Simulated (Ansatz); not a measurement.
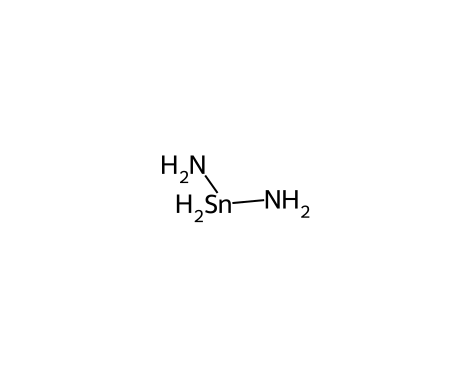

Structural formula above. The computed structure is the end point of a PBE-D4/def2-SVP optimisation. No frequency run is at hand to confirm it as a minimum.

What does the molecule look like in three dimensions?

The molecule is H₆N₂Sn. SMILES: `[NH2][SnH2][NH2]`. Coordination: 2 N trigonal pyramidal; 1 Sn tetrahedral.

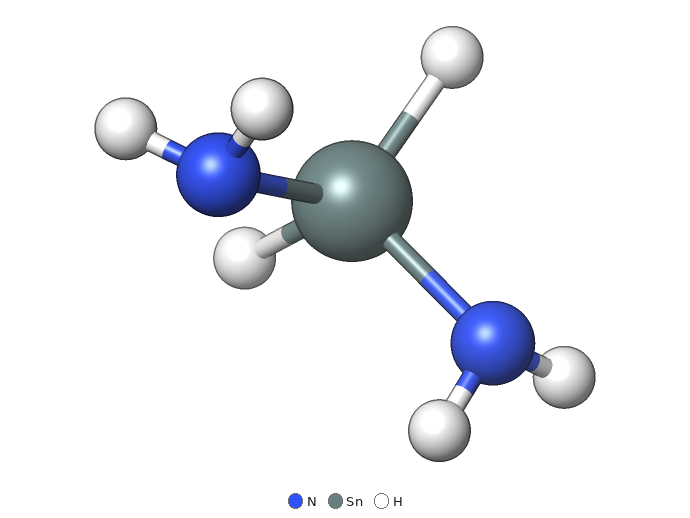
